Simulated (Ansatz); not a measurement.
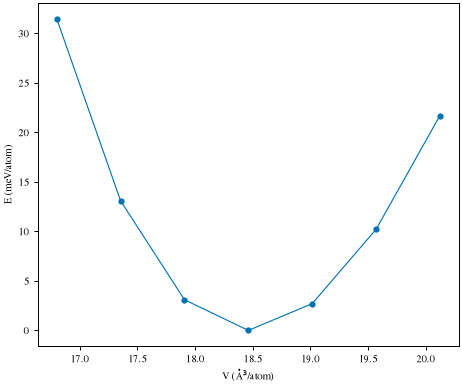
BaN2 in space group C2/c (No. 15; Ba on 4e, N on 8f) under volume change, r²SCAN (plane waves, PAW; program Ansatz), shape and atoms relaxed at each volume.

Q: What does a third-order Birch–Murnaghan fit give for V₀, B₀ and B′?

A: V₀ = 18.46 Å³/atom, B₀ = 55.5 GPa, B′ = 5.2.

The workflow started from a Materials Project entry (that database holds measured and hypothetical structures alike); the Crystallography Open Database copy checked does not list it. Its standing as an ambient phase is unchecked. The r²SCAN relaxation kept the symmetry of its start; whether a distortion lowers the energy is not shown. Spin–orbit coupling is left out wherever it is not named.

Potentials: the later of the program's two PAW sets.
